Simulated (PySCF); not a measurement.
Molecule: C₂H₃F₃ (1,1,1-trifluoroethane), SMILES CC(F)(F)F.

```xyz
8

C      0.7178     0.0958     0.3393
C     -0.6200    -0.0890    -0.3114
F     -0.5008    -0.5654    -1.5552
F     -1.3839    -0.9481     0.3729
F     -1.2938     1.0643    -0.3910
H      0.5804     0.4857     1.3558
H      1.3156     0.8062    -0.2455
H      1.2382    -0.8692     0.3859
```

GIAO shifts, PBE0/def2-SVP in PySCF 2.14.0, at a PBE0-D3(BJ)/def2-SVP geometry (no frequency check), against CFCl₃ for ¹⁹F, TMS for ¹H and TMS for ¹³C computed at the same level (¹⁹F: this reference is a hard case for the method, so all values can be off together by tens of ppm, and differences between signals are safer). Gas phase, fully decoupled, line heights follow the number of nuclei, widths are arbitrary (no quadrupolar broadening); values of one conformer, averaged over methyl-type rotors and exact or near symmetry.

Which ¹⁹F signals does it give?

1 signal.


```tsv
δ (ppm)	nuclei	atoms
−63.7	3	F3, F4, F5
```

Which ¹H signals does it give?

1 signal.


```
δ (ppm)  nuclei       atoms
   1.41       3  H6, H7, H8
```

Which ¹³C signals does it give?

2 signals.


```csv
δ (ppm),nuclei,atoms
127.5,1,C2
19.2,1,C1
```

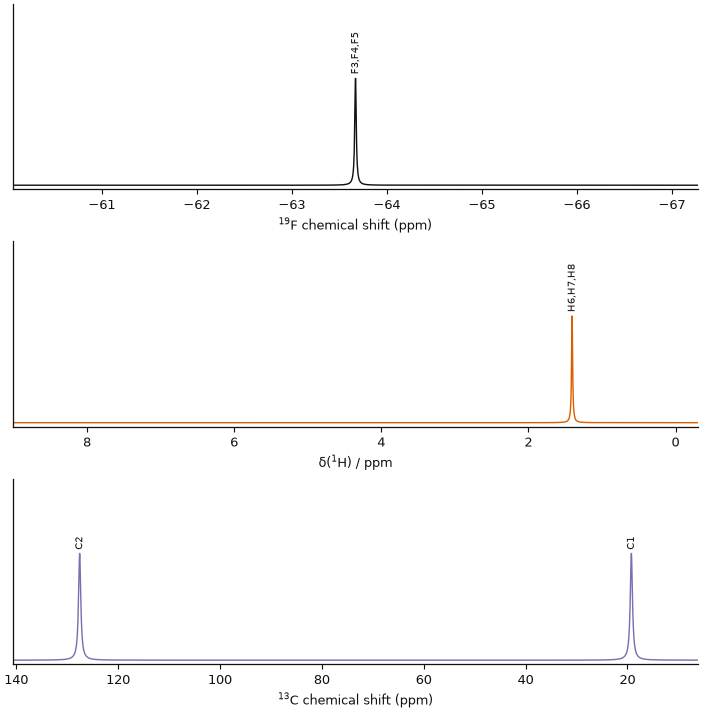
